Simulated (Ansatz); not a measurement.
# Li2GePbS4: the cost of one run

Program: Ansatz 0.2.0. Level of theory: DFT PBE, plane waves, PAW, scalar-relativistic, no spin polarisation. These are calculated values, not measurements.

## Step 1: The starting structure

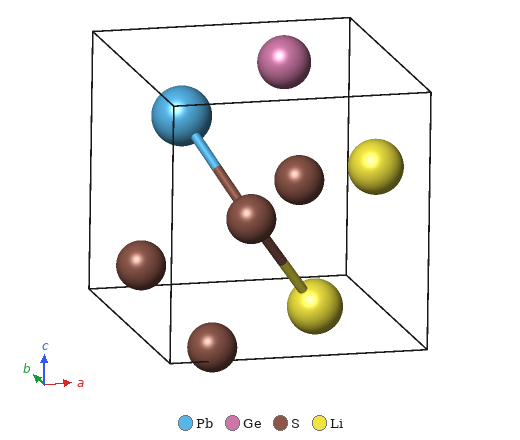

The starting structure, seen slightly off an axis (lead blue, germanium pink, sulfur brown, lithium yellow). Each atom of the cell is drawn once.

Coordinates:

```cif
data_structure
_symmetry_space_group_name_H-M 'P 1'
_symmetry_Int_Tables_number 1
_cell_length_a 5.7597
_cell_length_b 6.0605
_cell_length_c 5.3203
_cell_angle_alpha 93.051
_cell_angle_beta 94.841
_cell_angle_gamma 77.242
_cell_volume 180.37
loop_
_atom_site_label
_atom_site_type_symbol
_atom_site_fract_x
_atom_site_fract_y
_atom_site_fract_z
_atom_site_occupancy
Pb1 Pb 0.20699 0.59252 0.75241 1
Ge1 Ge 0.66107 0.77526 0.88342 1
S1 S 0.16332 0.04200 0.01523 1
S2 S 0.75280 0.85761 0.39677 1
S3 S 0.34348 0.15344 0.47158 1
S4 S 0.01949 0.47267 0.21681 1
Li1 Li 0.62454 0.24222 0.09145 1
Li2 Li 0.86035 0.26428 0.61453 1
```

## Step 2: The run

File input.yaml:

```yaml
crystal:
  lattice:
    - [5.700314, 0.35964, -0.742666]
    - [0.923129, 5.976409, -0.39979]
    - [0.236803, 0.031784, 5.314961]
  atoms:
    - { symbol: Pb, position: [0.206991, 0.59252, 0.752411] }
    - { symbol: Ge, position: [0.661065, 0.775255, 0.883416] }
    - { symbol: S, position: [0.163323, 0.042002, 0.015228] }
    - { symbol: S, position: [0.752799, 0.857608, 0.396768] }
    - { symbol: S, position: [0.343482, 0.153437, 0.471576] }
    - { symbol: S, position: [0.019486, 0.472674, 0.216812] }
    - { symbol: Li, position: [0.624543, 0.242224, 0.091453] }
    - { symbol: Li, position: [0.860349, 0.26428, 0.614527] }
kpoints:
  mp_grid: { grid: [3, 3, 3] }
magnetization:
  spin_polarized: false
scf:
  occupations: { method: fermi_dirac, width: 0.1 }
hamiltonian:
  pseudopotentials: { kind: paw }
  xc: pbe
basis:
  ecutwfc: 420
md:
  timestep: 3.0
  n_steps: 20
  ensemble: nvt_nose_hoover
  temperature: 900.0
  initial_velocities: maxwell_boltzmann
  seed: 515531
```

Run with:

```console
$ ansatz run input.yaml --threads 2 --pin off --max-ram 2560MiB --backend cpu --events-out ev --progress --plain --runs-dir out
```

Q: Estimate wall time and peak memory on 2 threads of an x86-64 CPU, shared host.

About 36 s, with a peak of 0.56 GiB.
